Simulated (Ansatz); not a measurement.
```
Be Cd S
1.0
     3.07503    0.00000    0.00000
     0.00000   22.41648    0.00000
     0.00000    0.00000    3.07366
Be Cd S
4 2 4
Cartesian
  0.0000 3.3900 0.0000
  1.5375 14.5983 0.0000
  0.0000 19.0264 0.0000
  1.5375 7.8182 0.0000
  0.0000 11.2082 1.5368
  1.5375 0.0000 1.5368
  0.0000 7.8117 1.5368
  1.5375 19.0199 1.5368
  0.0000 14.6048 1.5368
  1.5375 3.3965 1.5368
```

Space group Cmmm; a structure generated by program, which may or may not match a known phase.

Level of theory: DFT PBE, scalar-relativistic, plane waves, PAW (Ansatz 0.2.0).

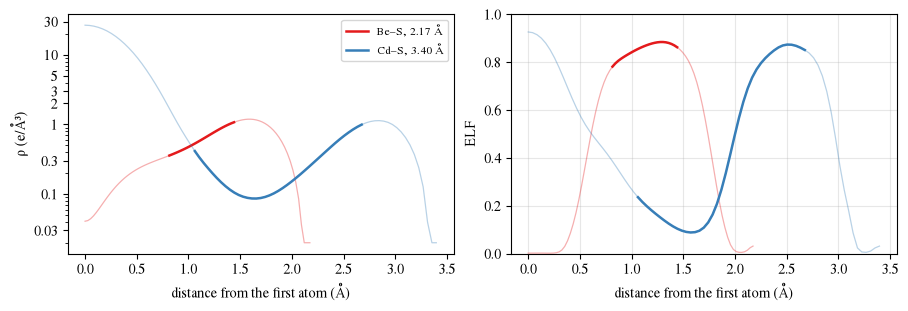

Be2CdS2. Valence pseudo-density and ELF along straight lines between neighbouring atoms. Thin, pale parts lie inside the atomic spheres.

Core electrons are frozen (PAW), and the valence fields are smoothed inside the atomic spheres.

### What can be read from the curves?

Be–S (2.17 Å): the density is about 0.56 e/Å³ at the midpoint; the ELF peaks at about 0.90 in the valence shell of S, 0.9 Å from its nucleus, and is about 0.85 at the midpoint.
Cd–S (3.40 Å): ρ is about 0.09 e/Å³ halfway; the ELF peaks at about 0.85 in the valence shell of S, 0.9 Å from its nucleus, and drops to about 0.10 between the two atoms.
